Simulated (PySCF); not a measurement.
## Electronic structure of C6H5O2 (SMILES Oc1c[c]ccc1O) (doublet) in real space

```xyz
13

O    -1.9944    0.9106   -0.4125
C    -0.6850    0.5424   -0.2102
C     0.3863    1.4125   -0.3891
C     1.6388    0.9221   -0.1557
C     1.9248   -0.3489    0.2377
C     0.8480   -1.2161    0.4161
C    -0.4481   -0.7788    0.1954
O    -1.4917   -1.6338    0.3739
H    -2.0300    1.8330   -0.6860
H     0.2133    2.4333   -0.7008
H     2.9332   -0.6887    0.4090
H     1.0065   -2.2364    0.7272
H    -2.3059   -1.1507    0.1774
```

Geometry: GFN2-xTB.

Level of theory: PySCF 2.14.0, density-fitted response routines, UKS B3LYP, pcH-1 on C H O, non-relativistic, mean-field spin-orbit, GIAO.

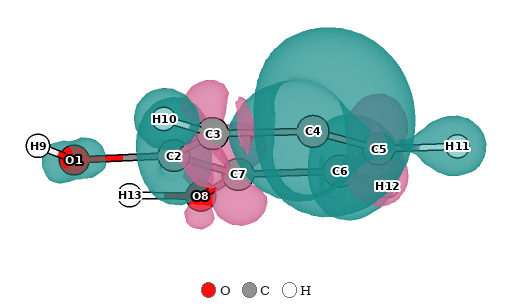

Figure 1. Isosurfaces of the spin density (α minus β) at +0.015 (teal) and −0.015 e/Å³ (pink), seen from one side.

### Which atoms carry the spin?

The unpaired spin (1 electron) lies mostly on C4 (about 0.8), in electrons by Hirshfeld's partition.

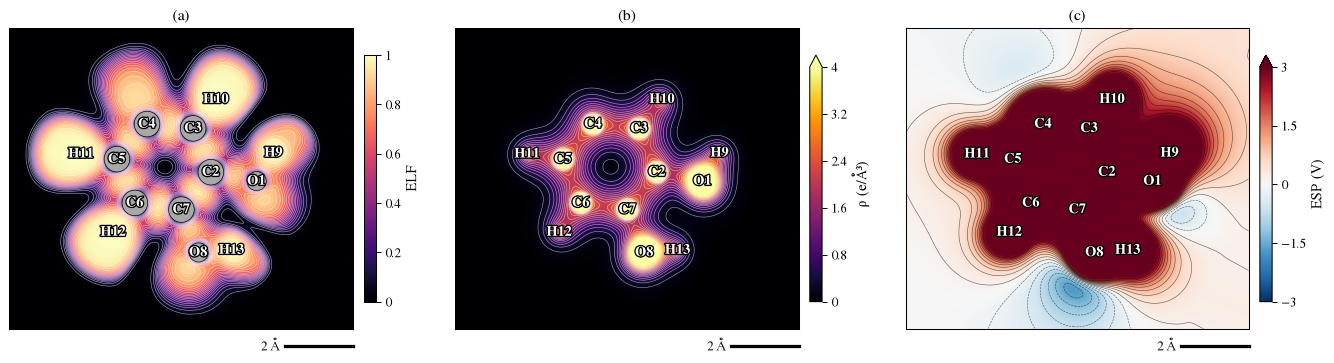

Figure 2. (a) electron localisation function; (b) electron density; (c) electrostatic potential on the molecular plane. Grey discs cover the atomic cores in the ELF map.

### Read the bonding off the picture.

- The plane passes through O, C and H nuclei.
- C–O (1.36 Å): ρ at the midpoint is about 2.3 e/Å³, with its minimum of 2 e/Å³ about 0.5 Å from C; the ELF peaks at about 0.90 between the atoms: a polar covalent bond.
- C–C (1.36 Å): ρ is about 2.2 e/Å³ halfway; the ELF peaks at about 0.95 between the atoms, as expected for localised, covalent bonding.
- O–H (0.96 Å): ρ is about 3.7 e/Å³ halfway; the ELF climbs to about 1 towards the hydrogen, as it does in any bond to H; a covalent bond by its length.
- C–C (1.40 Å): ρ is about 2.1 e/Å³ halfway; the ELF peaks at about 0.95 between the atoms, as expected for a covalent bond.
- C–H (1.08 Å): ρ is about 2.1 e/Å³ halfway; the ELF climbs to about 1 towards the hydrogen; an ordinary covalent bond to hydrogen.
- The ELF also peaks beside O8, O1 and C4, away from the bonds: non-bonding electrons, paired or unpaired.
- Outside the dense part of the molecule the potential is most negative (−1.7 V) near O8.

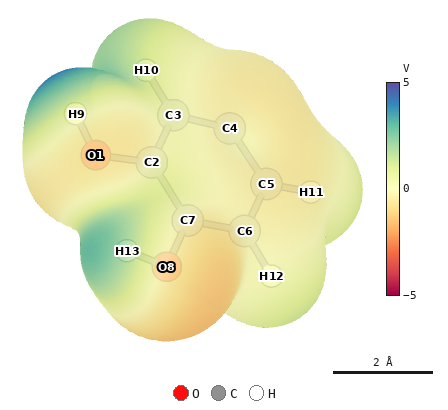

Figure 3. The electrostatic potential painted on the density surface at 0.004 e/bohr³, seen at a tilt; red is negative and blue positive.

### Where is the surface potential most negative and most positive?

The most negative region (about −1.5 V, or −35 kcal/mol for a unit charge) lies over O8, the most positive (about +4.0 V, or +92 kcal/mol for a unit charge) over H9. O8 is the likeliest acceptor of a hydrogen bond.
